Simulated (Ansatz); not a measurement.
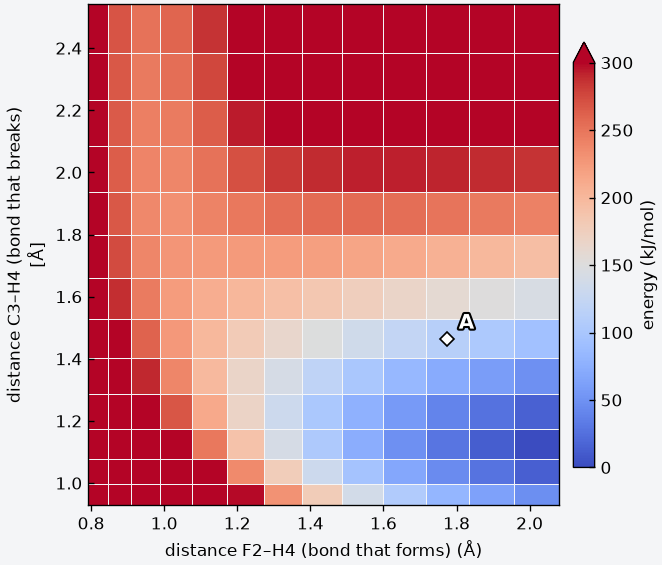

The reacting system CH4FGa (fragments CH₄FGa where the first distance is long, CH₃Ga + FH where the second is long). 
- First axis: distance F2–H4 (bond that forms). Second axis: distance C3–H4 (bond that breaks).
- Relaxed at each point: all other coordinates.
- The scan uses a 13 × 13 grid.
- Points are written as (first, second).
- Energies: kJ/mol, counted from the lowest grid point.
- Energies and slopes of some neighbouring points disagree (a jump in structure or state, or too coarse a mesh). The reference is spin-restricted, so regions where a bond is pulled apart into radicals lie too high.
- Computed with Ansatz 0.2.0, RKS PBE-D4/def2-SVP.

The picture shows one coloured cell a grid point, one colour for all values above the top of the scale, the point A.

> Is A at rest? If not, where is it pushed?

A, at (1.774 Å, 1.465 Å), is not a stationary point. The computed force is 88 kJ/mol for each Å towards larger values of the first coordinate and 350 kJ/mol for each Å towards smaller values of the second coordinate.
